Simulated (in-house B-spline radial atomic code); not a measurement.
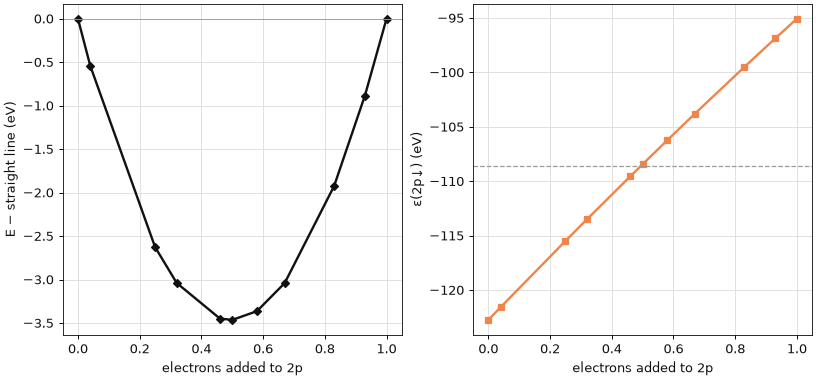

Level of theory: non-relativistic AM05, spin-polarised, spherical fractional occupations, point nucleus, basis-set limit. Computed with an in-house B-spline radial code. The occupation of the 2p shell is varied from Si⁺ ([He] 2s2 2p5 3s2 3p2 (high spin)) to Si ([Ne] 3s2 3p2 (high spin)), with spherical fractional occupations. The plot shows the total energy less the straight line between the end points, and the eigenvalue of 2p↓ (the dashed line is minus the energy to take the whole electron out).

Q: Describe the curve.

A: The curve is convex (below the straight line), with the largest deviation among the points computed, −3.46 eV, at 0.5. The end points differ by 108.6 eV, the energy to take the electron out. The eigenvalue, which is the slope of the energy (Janak's theorem), moves from −122.7 eV at 0 to −95.1 eV at 1; for a straight line it would stay constant, and a parabola would sag by an eighth of this change, scaled to a whole electron, 3.46 eV. Convexity is the mark of the delocalisation error, which puts fractional charges too low; for p, d and f shells the spherical spreading of the fraction adds to it. The shell lies under occupied ones, so the straight line is a guide here rather than an exact condition.
